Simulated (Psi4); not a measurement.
# CEPA(0)/DZP (sfX2C, Cartesian functions) run of AlSiH5 (AlH2(SiH3))

What is the energy difference between two shapes of AlSiH5 (AlH2(SiH3)) at CEPA(0)/DZP (sfX2C, Cartesian functions)? 

The results are computed with Psi4 1.11.

2 further runs of the same task are left out: 2 set aside as unsound or not needed.

## 1. The structure to begin with

AlSiH5 has 7 atoms, charge 0, and is taken as a singlet. As SMILES, `[H][Al]([H])[SiH3]`. Geometry: a GFN2-xTB relaxation, a rough one for these elements and not checked as a minimum.

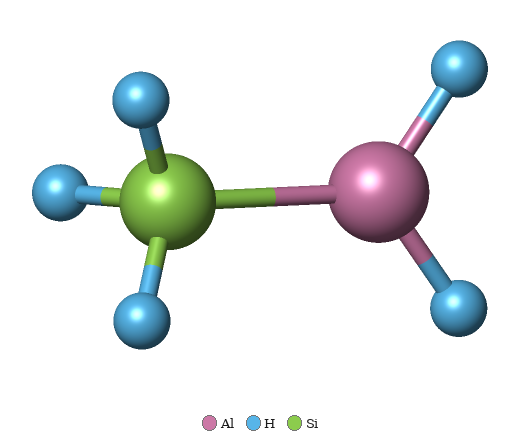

The structure, seen from a chosen angle (aluminium pink, hydrogen blue, silicon green).

## 2. A single-point energy at CEPA(0)/DZP (sfX2C, Cartesian functions)

The input, job.py:

```python
import psi4

psi4.set_memory(1600000000)
psi4.set_num_threads(1)
psi4.core.set_output_file('alh5si.out', False)

m = psi4.geometry("""
0 1
Al     1.30020716     2.27088388     0.00729434
H      4.24320994     2.57947616     0.10671283
H      0.10087358     4.97600793    -0.03133166
Si    -0.97772540    -1.69657722    -0.03165291
H     -3.49869564    -1.58058583     1.18225046
H      0.33563426    -3.76563835     1.32494368
H     -1.50350390    -2.78354768    -2.55821674
units au
no_reorient
no_com
""")

psi4.set_options(dict(scf_type='pk', relativistic='x2c'))

E = psi4.energy('cepa(0)/DZP')
print('E =', round(E, 9))
```

Launch:

```
$ python job.py
```

alh5si.out:

```text
[...]
  Running in c1 symmetry.
[...]
  Nuclear repulsion =   75.536553848779292
[...]
  Multiplicity = 1
[...]
  Nalpha       = 16
  Nbeta        = 16
[...]
    Number of basis functions: 73
[...]
    WARNING: The X2C and Dirac Hamiltonians have substatially different eigenvalues!
             This is probably caused by the recontraction of the basis set.
[...]
   @RHF iter   1:  -534.64778339310226   -8.97048e-01   2.56933e-03 DIIS/ADIIS
[...]
   @RHF iter   9:  -534.67105524547321   -1.87583e-11   7.28470e-09 DIIS
[...]
    Orbital Energies [Eh]
    ---------------------
    Doubly Occupied:
       1A    -68.912867     2A    -58.580904     3A     -6.142932
       4A     -4.915681     5A     -4.219872     6A     -4.219772
       7A     -4.219629     8A     -3.209511     9A     -3.207632
      10A     -3.207554    11A     -0.722075    12A     -0.560570
      13A     -0.474893    14A     -0.474789    15A     -0.424105
      16A     -0.389714
[...]
  @RHF Final Energy:  -534.67105524547321
   => Energetics <=
    Nuclear Repulsion Energy =             75.5365538487792918
    One-Electron Energy =                -892.6502176885928748
    Two-Electron Energy =                 282.4426085943404132
    Total Energy =                       -534.6710552454732124
[...]
 Multipole Moments:
 ------------------------------------------------------------------------------------
     Multipole            Electronic (a.u.)      Nuclear  (a.u.)        Total (a.u.)
 ------------------------------------------------------------------------------------
 L = 1.  Multiply by 2.5417464519 to convert [e a0] to [Debye]
 Dipole X            :         -2.8507405            2.8920557            0.0413152
 Dipole Y            :         -5.1143743            5.1951216            0.0807473
 Dipole Z            :          0.2946878           -0.3239558           -0.0292680
 Magnitude           :                                                    0.0953084
[...]
      * SCS-MP2 total energy:                 -535.041603677012
[...]
      * MP2 total energy:                     -535.025802066792
[...]
```

Standard output:

```text
E = -535.074537582
```

It took 11 s on 1 thread of Intel Xeon Platinum 8488C (Sapphire Rapids), shared host; peak memory 0.4 GiB.

## 3. The distorted shape, same level

The input, input.json:

```json
{
 "schema_name": "qcschema_input",
 "schema_version": 1,
 "molecule": {
  "schema_name": "qcschema_molecule",
  "schema_version": 2,
  "symbols": ["Al", "H", "H", "Si", "H", "H", "H"],
  "geometry": [1.51389739, 2.11089022, 0.18762713, 4.3114574, 2.59993245, 0.13323892, 0.18992692, 4.66245324, -0.25213104, -0.9538695, -1.86135567, 0.32372898, -3.15423825, -1.84811247, 1.28919573, 0.24734058, -4.13860982, 1.21558712, -1.21681922, -2.67950125, -2.48513347],
  "molecular_charge": 0,
  "molecular_multiplicity": 1,
  "fix_com": true,
  "fix_orientation": true
 },
 "driver": "energy",
 "model": {
  "method": "cepa(0)",
  "basis": "DZP"
 },
 "keywords": {
  "scf_type": "pk",
  "relativistic": "x2c"
 }
}
```

Launch:

```
$ psi4 --qcschema input.json -n 1 --memory 1600MB
```

stdout:

```text
[...]
  Running in c1 symmetry.
[...]
  Nuclear repulsion =   75.703120598719124
[...]
  Multiplicity = 1
[...]
  Nalpha       = 16
  Nbeta        = 16
[...]
    Number of basis functions: 73
[...]
    WARNING: The X2C and Dirac Hamiltonians have substatially different eigenvalues!
             This is probably caused by the recontraction of the basis set.
[...]
   @RHF iter   1:  -534.61919222487745   -7.99134e-01   2.64584e-03 ADIIS/DIIS
[...]
   @RHF iter  10:  -534.64379210746688   -1.63709e-11   5.85863e-09 DIIS
[...]
    Orbital Energies [Eh]
    ---------------------
    Doubly Occupied:
       1A    -68.898037     2A    -58.575183     3A     -6.133668
       4A     -4.911101     5A     -4.211597     6A     -4.209797
       7A     -4.209354     8A     -3.204672     9A     -3.203349
      10A     -3.202776    11A     -0.736493    12A     -0.568178
      13A     -0.505109    14A     -0.457345    15A     -0.428410
      16A     -0.381815
[...]
  @RHF Final Energy:  -534.64379210746688
   => Energetics <=
    Nuclear Repulsion Energy =             75.7031205987191242
    One-Electron Energy =                -893.0200560353716810
    Two-Electron Energy =                 282.6731433291857343
    Total Energy =                       -534.6437921074668793
[...]
 Multipole Moments:
 ------------------------------------------------------------------------------------
     Multipole            Electronic (a.u.)      Nuclear  (a.u.)        Total (a.u.)
 ------------------------------------------------------------------------------------
 L = 1.  Multiply by 2.5417464519 to convert [e a0] to [Debye]
 Dipole X            :         -6.6790783            6.7041605            0.0250822
 Dipole Y            :          0.1187281           -0.0212444            0.0974837
 Dipole Z            :         -6.5547305            6.8721157            0.3173852
 Magnitude           :                                                    0.3329648
[...]
      * SCS-MP2 total energy:                 -535.015369263705
[...]
      * MP2 total energy:                     -534.999533502894
[...]
```

The result, in JSON:

```text
{
 "driver": "energy",
 "model": {
  "method": "cepa(0)",
  "basis": "DZP"
 },
 "success": true,
 "return_result": -535.048091036089,
 "properties": {
  "calcinfo_nbasis": 73,
  "calcinfo_nmo": 73,
  "calcinfo_nalpha": 16,
  "calcinfo_nbeta": 16,
  "calcinfo_natom": 7,
  "nuclear_repulsion_energy": 75.70312059871912,
  "return_energy": -535.048091036089,
  "scf_one_electron_energy": -893.0200560353717,
  "scf_two_electron_energy": 282.67314332918573,
  "scf_dipole_moment": [0.025082189781127084, 0.09748374593784837, 0.3173851756392603],
  "scf_total_energy": -534.6437921074669,
  "scf_iterations": 10,
  "mp2_same_spin_correlation_energy": -0.06382213647092101,
  "mp2_opposite_spin_correlation_energy": -0.29191925895662135,
  "mp2_singles_energy": 0.0,
  "mp2_doubles_energy": -0.35574139542754235,
  "mp2_correlation_energy": -0.35574139542754235,
  "mp2_total_energy": -534.9995335028945
 }
}
```

Wall time 11 s (1 thread of Intel Xeon Platinum 8488C (Sapphire Rapids), shared host); peak memory 0.4 GiB.

## 4. What came out

At CEPA(0)/DZP (sfX2C, Cartesian functions):

| quantity | value |
| --- | --- |
| first shape: total energy | -535.07454 Eh |
| first shape: HOMO energy (Hartree–Fock orbitals) | -10.60 eV |
| first shape: LUMO energy (Hartree–Fock orbitals) | 0.64 eV |
| first shape: HOMO–LUMO gap (Hartree–Fock orbitals) | 11.24 eV |
| first shape: correlation energy | -403.5 mEh |
| distorted shape: total energy | -535.04809 Eh |
| distorted shape: HOMO energy (Hartree–Fock orbitals) | -10.39 eV |
| distorted shape: LUMO energy (Hartree–Fock orbitals) | 0.78 eV |
| distorted shape: HOMO–LUMO gap (Hartree–Fock orbitals) | 11.17 eV |
| distorted shape: correlation energy | -404.3 mEh |
| energy change with the atoms displaced | 0.720 eV |

**Reading.** With the atoms displaced the energy rises by 0.72 eV (69.4 kJ/mol). The first shape isn't relaxed at this level, so the change isn't measured from a minimum.
